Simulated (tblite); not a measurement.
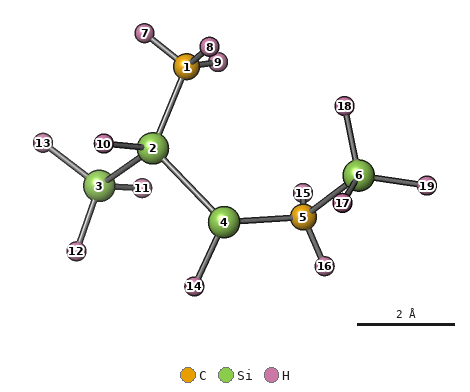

Fig. 1: The starting structure (ball-and-stick view, seen at a tilt; atoms are numbered from 1 in the order of the input).

# Geometry relaxation of C$_{2}$H$_{13}$Si$_{4}$ (part 1 of 4)

C$_{2}$H$_{13}$Si$_{4}$, multiplicity 2, computed with GFN2-xTB geometry optimisation, gas phase (tblite 0.8.0).

It belongs to a series of runs on one base structure; here: H removed from Si.

## Input
```
{"job": {"kind": "relax", "xc": "GFN2-xTB", "basis": "xTB"}, "charge": 0, "multiplicity": 2}
C     -0.861000     1.939300     0.299600
Si    -1.247000     0.191100     0.733100
Si    -2.872800    -0.699300    -0.499600
Si     0.481000    -1.176700     0.679000
C      1.665400    -0.913400    -0.696000
Si     3.097800     0.061800     0.010500
H     -1.800300     2.540600     0.472400
H     -0.104600     2.401000     0.990400
H     -0.614800     2.094300    -0.766500
H     -1.768600     0.194700     2.130500
H     -2.501900    -0.664000    -1.913400
H     -3.044100    -2.091700    -0.040900
H     -4.106500     0.069800    -0.219200
H     -0.006200    -2.560700     0.756300
H      1.227700    -0.423100    -1.588800
H      2.106200    -1.880900    -1.032700
H      3.357200    -0.527900     1.348300
H      2.682300     1.460900     0.138300
H      4.300400    -0.006500    -0.808800
```

The first line tells a small driver script what to run in tblite; the rest is the geometry in Å.

Launched with:
```bash
OMP_NUM_THREADS=1 python <driver script> task.json out
```

## The program's output
```
step      E/eV     max force
  0    -481.94482    2.371
  1    -482.15192    0.896
  2    -482.21565    0.539
  3    -482.26065    0.596
  4    -482.31764    0.489
  5    -482.35273    0.403
  6    -482.37760    0.371
  7    -482.39961    0.354
  8    -482.41927    0.356
  9    -482.43792    0.400
 10    -482.45364    0.322
 11    -482.46338    0.256
 12    -482.46963    0.244
 13    -482.47542    0.235
 14    -482.48155    0.221
 15    -482.48823    0.226
 16    -482.49556    0.231
 17    -482.50276    0.185
 18    -482.50819    0.150
 19    -482.51221    0.128
 20    -482.51604    0.160
 21    -482.52012    0.176
 22    -482.52442    0.129
 23    -482.52812    0.121
 24    -482.53087    0.120
 25    -482.53346    0.159
 26    -482.53635    0.134
 27    -482.53934    0.127
 28    -482.54256    0.118
 29    -482.54614    0.208
 30    -482.55008    0.260
 31    -482.55405    0.215
 32    -482.55727    0.117
 33    -482.55949    0.108
 34    -482.56139    0.129
 35    -482.56311    0.140
 36    -482.56452    0.094
 37    -482.56570    0.079
 38    -482.56683    0.088
 39    -482.56817    0.132
 40    -482.56984    0.150
 41    -482.57150    0.106
 42    -482.57271    0.068
 43    -482.57352    0.058
 44    -482.57426    0.064
 45    -482.57519    0.073
 46    -482.57641    0.093
 47    -482.57772    0.087
 48    -482.57880    0.064
 49    -482.57970    0.061
 50    -482.58058    0.088
 51    -482.58148    0.091
 52    -482.58243    0.067
 53    -482.58334    0.068
 54    -482.58426    0.080
 55    -482.58527    0.126
 56    -482.58634    0.125
 57    -482.58724    0.076
 58    -482.58792    0.054
 59    -482.58851    0.067
 60    -482.58909    0.068
 61    -482.58960    0.055
 62    -482.58994    0.035
 63    -482.59016    0.032
 64    -482.59036    0.044
 65    -482.59061    0.047
 66    -482.59085    0.033
 67    -482.59104    0.034
 68    -482.59120    0.033
 69    -482.59141    0.048
 70    -482.59173    0.059
 71    -482.59208    0.047
 72    -482.59231    0.023
 73    -482.59242    0.020
 74    -482.59250    0.021
 75    -482.59258    0.025
 76    -482.59268    0.023
 77    -482.59277    0.019
 78    -482.59284    0.016
 79    -482.59290    0.019
 80    -482.59297    0.020
 81    -482.59305    0.026
 82    -482.59312    0.028
 83    -482.59317    0.022
 84    -482.59321    0.015
 85    -482.59326    0.018
 86    -482.59331    0.026
 87    -482.59339    0.029
 88    -482.59347    0.023
 89    -482.59355    0.016
 90    -482.59360    0.017
 91    -482.59365    0.018
 92    -482.59372    0.028
 93    -482.59386    0.038
 94    -482.59410    0.049
 95    -482.59436    0.044
 96    -482.59454    0.027
 97    -482.59464    0.024
 98    -482.59474    0.031
 99    -482.59493    0.039
100    -482.59523    0.055
101    -482.59558    0.053
102    -482.59579    0.031
103    -482.59589    0.024
104    -482.59597    0.031
105    -482.59609    0.034
106    -482.59629    0.037
107    -482.59646    0.024
108    -482.59654    0.017
109    -482.59658    0.015
110    -482.59664    0.015
111    -482.59672    0.022
112    -482.59684    0.025
113    -482.59698    0.029
114    -482.59711    0.032
115    -482.59724    0.030
116    -482.59735    0.031
117    -482.59745    0.027
118    -482.59756    0.021
119    -482.59766    0.027
120    -482.59778    0.029
121    -482.59792    0.026
122    -482.59808    0.022
123    -482.59826    0.024
124    -482.59840    0.030
125    -482.59852    0.031
126    -482.59860    0.023
127    -482.59867    0.021
128    -482.59874    0.021
129    -482.59883    0.032
130    -482.59891    0.030
131    -482.59896    0.019
132    -482.59900    0.011
133    -482.59902    0.011
134    -482.59905    0.013
135    -482.59909    0.017
136    -482.59913    0.021
137    -482.59918    0.017
138    -482.59924    0.022
139    -482.59931    0.026
140    -482.59942    0.033
141    -482.59959    0.041
142    -482.59983    0.041
143    -482.60013    0.039
144    -482.60045    0.036
145    -482.60076    0.035
146    -482.60110    0.040
147    -482.60149    0.059
148    -482.60191    0.066
149    -482.60234    0.062
150    -482.60276    0.064
151    -482.60201    0.126
152    -482.60346    0.064
153    -482.60376    0.048
154    -482.60460    0.049
155    -482.60481    0.044
156    -482.60537    0.053
157    -482.60581    0.050
158    -482.60642    0.055
159    -482.60690    0.050
160    -482.60723    0.054
161    -482.60765    0.036
162    -482.60802    0.040
163    -482.60834    0.050
164    -482.60864    0.049
165    -482.60906    0.058
166    -482.60957    0.075
167    -482.61020    0.072
168    -482.61085    0.078
169    -482.60962    0.179
170    -482.61154    0.060
171    -482.61182    0.044
172    -482.61237    0.058
173    -482.61285    0.127
174    -482.61375    0.046
175    -482.61440    0.047
176    -482.61631    0.115
177    -482.61793    0.075
178    -482.62052    0.128
179    -482.62327    0.154
180    -482.62700    0.148
181    -482.60096    0.555
182    -482.63075    0.182
183    -482.62886    0.209
184    -482.63320    0.088
185    -482.63441    0.136
186    -482.63622    0.101
187    -482.64069    0.094
188    -482.64252    0.197
189    -482.64422    0.096
190    -482.64554    0.071
191    -482.64639    0.080
192    -482.64666    0.099
193    -482.64742    0.055
194    -482.64795    0.042
195    -482.64853    0.047
196    -482.64896    0.034
197    -482.64940    0.037
198    -482.64970    0.036
199    -482.64987    0.030
200    -482.64999    0.019
201    -482.65011    0.021
202    -482.65018    0.021
203    -482.65025    0.014
204    -482.65029    0.012
205    -482.65033    0.014
206    -482.65036    0.011
207    -482.65038    0.008
```

## Trajectory as extended XYZ (Å, eV, eV/Å), 43 of the 208 frames kept, from step=0 to step=207
```
19
Properties=species:S:1:pos:R:3:forces:R:3 step=0 energy=-481.94482
C    -0.8610    1.9393    0.2996   -0.3890   2.3290   0.2180
Si   -1.2470    0.1911    0.7331   -0.4100  -0.0400   1.2780
Si   -2.8728   -0.6993   -0.4996   -1.1780  -0.2610  -0.3490
Si    0.4810   -1.1767    0.6790    0.0030  -1.0080   1.3900
C     1.6654   -0.9134   -0.6960    0.9910  -0.6530  -1.8530
Si    3.0978    0.0618    0.0105    0.4310   0.4150   0.5550
H    -1.8003    2.5406    0.4724    0.8830  -0.4140  -0.2010
H    -0.1046    2.4010    0.9904   -0.5240  -0.4560  -0.9960
H    -0.6148    2.0943   -0.7665    0.2080  -0.0390   0.7330
H    -1.7686    0.1947    2.1305    0.1410   0.1270  -0.0650
H    -2.5019   -0.6640   -1.9134   -0.2290  -0.0930  -0.0980
H    -3.0441   -2.0917   -0.0409   -0.0970   0.2250  -0.2370
H    -4.1065    0.0698   -0.2192    0.0080  -0.3250  -0.3370
H    -0.0062   -2.5607    0.7563    0.1030  -0.2450  -0.1360
H     1.2277   -0.4231   -1.5888    0.2250  -0.3240   0.4420
H     2.1062   -1.8809   -1.0327   -0.4730   0.5420   0.0290
H     3.3572   -0.5279    1.3483    0.1100   0.2020  -0.3050
H     2.6823    1.4609    0.1383    0.0560   0.0090   0.0480
H     4.3004   -0.0065   -0.8088    0.1400   0.0090  -0.1150
19
Properties=species:S:1:pos:R:3:forces:R:3 step=5 energy=-482.35273
C    -0.9008    2.0009    0.3176    0.0650  -0.1380   0.0660
Si   -1.2660    0.1975    0.8029    0.1110  -0.3010  -0.0730
Si   -2.9385   -0.6994   -0.5199    0.2880   0.2050   0.1940
Si    0.5333   -1.2392    0.7773   -0.2140   0.0330  -0.2620
C     1.7215   -0.9413   -0.7179   -0.2070  -0.1990   0.2180
Si    3.1332    0.0892    0.0189   -0.0230  -0.0930  -0.2030
H    -1.7941    2.5976    0.4632    0.0640   0.1660  -0.0280
H    -0.1012    2.4075    0.9195    0.0270   0.1360   0.2270
H    -0.5757    2.1034   -0.7099   -0.1120  -0.0710  -0.1740
H    -1.7688    0.2261    2.1889    0.0240   0.1190   0.1060
H    -2.5509   -0.6811   -1.9307   -0.1760  -0.0260  -0.0400
H    -3.0751   -2.0836   -0.0781   -0.1540  -0.0610  -0.0980
H    -4.1689    0.0366   -0.2780   -0.3080  -0.0760  -0.2070
H     0.0058   -2.6335    0.7308    0.1760   0.0820  -0.0730
H     1.2400   -0.4507   -1.5715    0.0320  -0.0620   0.2790
H     2.0879   -1.9012   -1.0841    0.0490   0.0870   0.0240
H     3.3917   -0.5018    1.3322    0.1950   0.0910   0.0550
H     2.6897    1.4779    0.1513    0.0510   0.0050   0.0220
H     4.3271    0.0042   -0.8202    0.1120   0.1020  -0.0330
19
Properties=species:S:1:pos:R:3:forces:R:3 step=10 energy=-482.45364
C    -0.8950    2.0013    0.3349    0.0390  -0.0520  -0.0080
Si   -1.2579    0.1834    0.8374   -0.1940   0.2430  -0.0850
Si   -2.9492   -0.6632   -0.4986   -0.1990  -0.0680  -0.0790
Si    0.5105   -1.2695    0.7700    0.0270   0.0650   0.0920
C     1.7253   -0.9832   -0.6738    0.1680   0.1520  -0.0270
Si    3.1519    0.0799   -0.0072    0.1320   0.0340   0.0790
H    -1.7615    2.6467    0.4536   -0.0720  -0.1070   0.0510
H    -0.1041    2.4342    0.9393    0.0650  -0.0670   0.0130
H    -0.5917    2.0802   -0.7066    0.0520  -0.0770   0.0260
H    -1.7531    0.2717    2.2327    0.0630   0.0130  -0.0170
H    -2.6263   -0.6918   -1.9341   -0.0060   0.0750   0.0840
H    -3.1321   -2.0744   -0.1286   -0.0300   0.0800   0.0050
H    -4.2597   -0.0155   -0.3715    0.0040  -0.0390  -0.0580
H     0.0580   -2.6650    0.6972   -0.0190  -0.1910  -0.0300
H     1.2368   -0.4700   -1.4980   -0.1140   0.0880  -0.0490
H     2.0984   -1.9118   -1.0962    0.0460  -0.1180   0.1210
H     3.4664   -0.4553    1.3224    0.1180   0.0290  -0.0150
H     2.7107    1.4723    0.1571    0.0100  -0.0890  -0.0690
H     4.3628    0.0392   -0.8375   -0.0900   0.0300  -0.0330
19
Properties=species:S:1:pos:R:3:forces:R:3 step=15 energy=-482.48823
C    -0.8856    1.9989    0.3407   -0.0270  -0.0360  -0.0160
Si   -1.2979    0.1966    0.8254    0.1100  -0.1570   0.1200
Si   -2.9934   -0.6549   -0.5011   -0.1320   0.0020  -0.0310
Si    0.4946   -1.2699    0.7744   -0.0910  -0.0690  -0.0350
C     1.7454   -0.9744   -0.6561   -0.0900  -0.0330   0.0940
Si    3.1847    0.0790   -0.0030   -0.0520  -0.0010   0.0280
H    -1.7615    2.6359    0.4622    0.1060  -0.0340  -0.0250
H    -0.0879    2.4216    0.9492   -0.0700  -0.1030  -0.0760
H    -0.5801    2.0526   -0.7021    0.0260   0.0650   0.0560
H    -1.7306    0.2957    2.2451    0.0010  -0.0170  -0.0890
H    -2.6530   -0.6705   -1.9257    0.0550   0.0600  -0.0530
H    -3.1674   -2.0634   -0.1404   -0.0230  -0.0210   0.0490
H    -4.3172   -0.0389   -0.4251   -0.0750   0.0370   0.0110
H     0.0830   -2.7014    0.6757    0.0470   0.1850   0.0080
H     1.2233   -0.4635   -1.4695    0.1550  -0.0530   0.0180
H     2.1095   -1.9229   -1.0566   -0.0440   0.1210   0.0600
H     3.5403   -0.4318    1.3245    0.0800  -0.0030  -0.0250
H     2.7192    1.4581    0.1403   -0.0090   0.0670  -0.0080
H     4.3648    0.0624   -0.8654    0.0350  -0.0110  -0.0870
19
Properties=species:S:1:pos:R:3:forces:R:3 step=20 energy=-482.51604
C    -0.8818    1.9655    0.3388    0.0220  -0.0190  -0.0360
Si   -1.3234    0.1699    0.8200   -0.1170  -0.0250  -0.1060
Si   -3.0603   -0.6455   -0.5116    0.0910   0.0580   0.0460
Si    0.4634   -1.2716    0.7765    0.1030   0.0730   0.0480
C     1.7485   -0.9610   -0.6092    0.0570  -0.0130  -0.0100
Si    3.2095    0.0868    0.0039    0.0010   0.0560  -0.0450
H    -1.7434    2.6144    0.4652   -0.0100   0.0240  -0.0220
H    -0.0824    2.3737    0.9470    0.0320  -0.0710   0.1000
H    -0.5584    2.0437   -0.6932   -0.0230  -0.0290  -0.1020
H    -1.7156    0.3073    2.2383   -0.0890  -0.0510   0.0610
H    -2.6584   -0.6277   -1.9263   -0.0290   0.0040   0.0360
H    -3.2088   -2.0565   -0.1336   -0.0510   0.0340  -0.0280
H    -4.3950   -0.0434   -0.4657   -0.0010   0.0110   0.0210
H     0.1102   -2.6984    0.6595   -0.0510  -0.0740   0.0180
H     1.2558   -0.4649   -1.4467    0.0540   0.0320   0.0100
H     2.1112   -1.9106   -0.9964    0.0320  -0.0530   0.0170
H     3.6347   -0.4128    1.3163    0.0140   0.0180  -0.0580
H     2.7256    1.4634    0.1218    0.0310   0.0550   0.0490
H     4.3588    0.0770   -0.9122   -0.0670  -0.0310   0.0020
19
Properties=species:S:1:pos:R:3:forces:R:3 step=25 energy=-482.53346
C    -0.8748    1.9361    0.3249   -0.0330  -0.0170   0.0300
Si   -1.3587    0.1481    0.8069    0.1130   0.0740   0.0840
Si   -3.0966   -0.6256   -0.5110   -0.0630  -0.0360  -0.0310
Si    0.4657   -1.2607    0.7930   -0.0440  -0.0190  -0.0260
C     1.7683   -0.9573   -0.5793    0.0170   0.0140  -0.0060
Si    3.2229    0.1127   -0.0002    0.0400   0.0020   0.0130
H    -1.7221    2.6042    0.4559    0.0040   0.0090  -0.0030
H    -0.0784    2.3039    0.9667    0.0070  -0.0270  -0.0890
H    -0.5510    2.0285   -0.7097    0.0310  -0.0700   0.0870
H    -1.7406    0.2901    2.2362   -0.0660  -0.0460  -0.0610
H    -2.6708   -0.5956   -1.9164   -0.0440  -0.0100  -0.0170
H    -3.2567   -2.0366   -0.1391   -0.0420   0.0050  -0.0380
H    -4.4409   -0.0400   -0.4816    0.0330   0.0360   0.0240
H     0.1142   -2.6976    0.6603    0.0020   0.0650   0.0470
H     1.3016   -0.4589   -1.4292   -0.0710  -0.0330  -0.0150
H     2.1255   -1.9165   -0.9486    0.0660  -0.0030   0.0020
H     3.7044   -0.3922    1.2870    0.0030   0.0270   0.0220
H     2.7428    1.4914    0.1295    0.0390   0.0000   0.0350
H     4.3352    0.0753   -0.9529    0.0090   0.0260  -0.0580
19
Properties=species:S:1:pos:R:3:forces:R:3 step=30 energy=-482.55008
C    -0.8775    1.9073    0.3257    0.0700   0.0130   0.0140
Si   -1.3706    0.1355    0.8109   -0.1800  -0.1740  -0.0720
Si   -3.1350   -0.6102   -0.5128    0.0380   0.0150   0.0000
Si    0.4657   -1.2479    0.7975    0.0600   0.0310   0.0210
C     1.7955   -0.9519   -0.5554   -0.0300   0.0120   0.0110
Si    3.2525    0.1387   -0.0071   -0.0170  -0.0280  -0.0240
H    -1.7016    2.6052    0.4456    0.0530  -0.0170   0.0130
H    -0.0609    2.2353    0.9572    0.0350   0.1410   0.0610
H    -0.5315    1.9743   -0.7001   -0.0290  -0.0250  -0.0770
H    -1.8051    0.2506    2.2214   -0.0200  -0.0040   0.0390
H    -2.7117   -0.5724   -1.9176   -0.0330  -0.0080  -0.0440
H    -3.3291   -2.0204   -0.1668   -0.0170  -0.0440  -0.0080
H    -4.4740   -0.0147   -0.4845    0.0210   0.0680   0.0350
H     0.1144   -2.6798    0.6853   -0.0010  -0.0260   0.0240
H     1.3152   -0.4757   -1.4136    0.0300  -0.0790   0.0050
H     2.1716   -1.9167   -0.9016   -0.0160   0.0980   0.0070
H     3.7741   -0.3564    1.2690    0.0100   0.0070  -0.0080
H     2.7832    1.5190    0.1578    0.0280  -0.0340  -0.0100
H     4.3151    0.0895   -1.0184   -0.0030   0.0540   0.0150
19
Properties=species:S:1:pos:R:3:forces:R:3 step=34 energy=-482.56139
C    -0.8644    1.8774    0.3292    0.0230  -0.0130  -0.0070
Si   -1.4045    0.1056    0.8029    0.0800   0.0900   0.0450
Si   -3.1654   -0.6041   -0.5219   -0.0530  -0.0430  -0.0600
Si    0.4692   -1.2315    0.8066   -0.0340  -0.0240   0.0770
C     1.8103   -0.9398   -0.5328   -0.0260  -0.0240   0.0010
Si    3.2732    0.1531   -0.0141   -0.0270   0.0230   0.0040
H    -1.6721    2.5954    0.4412   -0.0030  -0.0460   0.0080
H    -0.0447    2.2115    0.9581   -0.0020   0.0040   0.0010
H    -0.5241    1.9287   -0.7019   -0.0090  -0.0120   0.0080
H    -1.8559    0.2176    2.2112    0.0070  -0.0080   0.0020
H    -2.7471   -0.5552   -1.9280   -0.0370  -0.0160  -0.0460
H    -3.3849   -2.0160   -0.1878   -0.0150  -0.0060  -0.0270
H    -4.4896    0.0228   -0.4750    0.0130   0.0540   0.0250
H     0.1159   -2.6675    0.7108    0.0470  -0.0030   0.0130
H     1.3287   -0.5022   -1.4073    0.0030   0.0490  -0.0340
H     2.2036   -1.8997   -0.8622   -0.0050  -0.0740   0.0160
H     3.8271   -0.3301    1.2522    0.0200  -0.0350  -0.0190
H     2.8184    1.5305    0.1743   -0.0200   0.0490  -0.0180
H     4.2966    0.1126   -1.0631    0.0370   0.0350   0.0130
```
